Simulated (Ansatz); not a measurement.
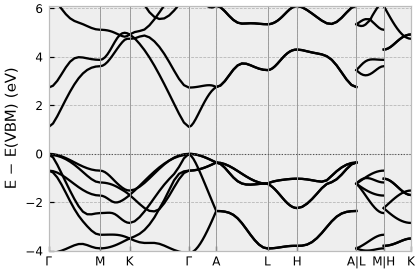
Figure: Band structure from PBE (plane waves, PAW; program Ansatz)

Task: Read off the gap and where the band edges lie.

Result: About 1.1 eV (1.11 eV by a search for the band edges); maximum at Γ, minimum at Γ.

Task: Which compound is it?
A. CdS, wurtzite
B. WSe2, P6_3/mmc (W on 2c, Se on 4f)
C. TlBr, NiAs type

Result: A, CdS, wurtzite

Space group P6_3mc (wurtzite). The PBE relaxation kept the symmetry of its start. Scalar-relativistic: spin–orbit coupling is off unless named, which matters more the heavier the elements.

Potentials: the later of the program's two PAW sets.
